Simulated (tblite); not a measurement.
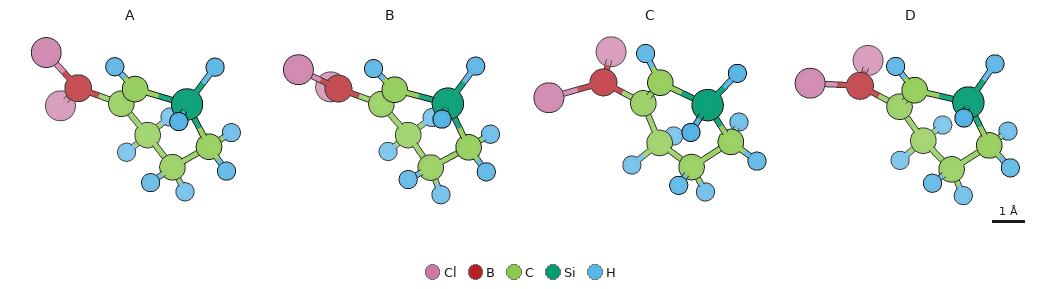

4 geometries from one relaxation of C$_{5}$H$_{9}$BCl$_{2}$Si, in shuffled order. A ball-and-stick model, seen from a free direction.

Level of theory: GFN2-xTB geometry optimisation, gas phase in tblite 0.8.0. 

Put them in the order of the run, from the start to the converged end.

Answer. C, D, B, A. They are steps 0, 51, 67, 140, at +91.9 kJ/mol, +13.6 kJ/mol, +4.06 kJ/mol relative to the last. The energy falls by 91.9 kJ/mol in 140 geometry steps. The atom that moves furthest after the best rigid fit is a Cl atom (1.95 Å). By element the largest moves are Cl 1.95 Å, H 0.99 Å, C 0.45 Å, B 0.25 Å, Si 0.04 Å. Near-neighbour distances that change, for instance: B–Cl 1.872 → 1.726 Å, B–Cl 1.836 → 1.725 Å, C–C 1.461 → 1.513 Å, C–C 1.478 → 1.528 Å. Bond angles that change, for instance: Si–C–C 100.9° → 109.5°, H–C–H 114.4° → 106.5°, C–C–H 102.2° → 109.7°. Groups turn about B–C by about 85°, C–Si by about 35°, C–Si by about 30°. The run took 2.5 s on 1 thread of Arm Neoverse N1, with other jobs on the host.
